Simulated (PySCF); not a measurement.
The calculation's input:

```
{"job": {"kind": "nmr", "xc": "PBE0", "basis": "pcSseg-1", "pop": false}, "charge": 0, "multiplicity": 1}
F      3.606100     0.137300     0.731000
C      2.332200     0.314900     0.259700
F      2.246700     1.072500    -0.845500
C      1.231200    -0.269400     0.738800
F      1.359800    -1.185500     1.612600
C     -0.108700    -0.073100     0.298200
C     -1.157800    -0.980400     0.325700
C     -2.271300    -0.552700    -0.407500
C     -2.187900     0.672000    -0.875300
S     -0.642400     1.373700    -0.530400
H     -1.009400    -1.927900     0.720000
H     -3.172100    -1.220200    -0.589600
H     -2.939300     1.267500    -1.283700
```

Launched as:

```sh
OMP_NUM_THREADS=1 python probes_run.py task.json out
```

Geometry: GFN2-xTB, MD frame at 250 fs, 400 K.

All numbers below come from PySCF 2.14.0, PBE0/pcSseg-1, SCF density, gas phase, non-relativistic.

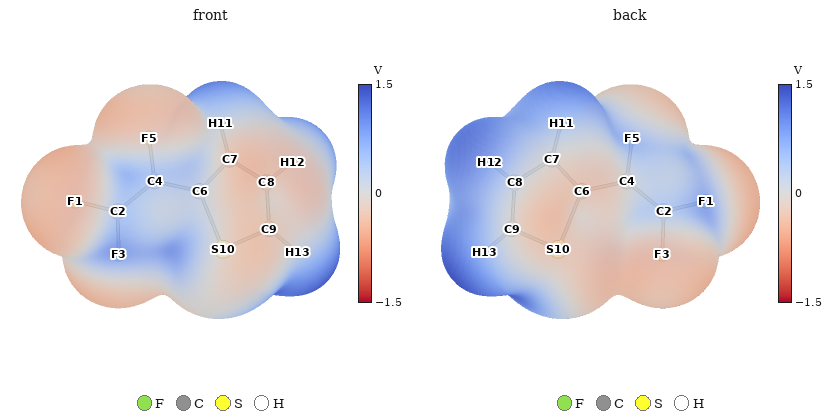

C6H3F3S. The electrostatic potential painted on the density surface at 0.002 e/bohr³, seen from the front and from behind; the colour scale runs from red (negative) to blue (positive).

Question: Which sites attract a positive test charge, and which a negative one?

Answer: A positive charge is drawn to the negative regions and a negative charge to the positive ones. The most negative region (about −0.5 V) lies over F1 and F3, the most positive (about +1.4 V) over H13.

Question: How polar is the molecule by this calculation?

Answer: Its dipole moment is 2.26 D.
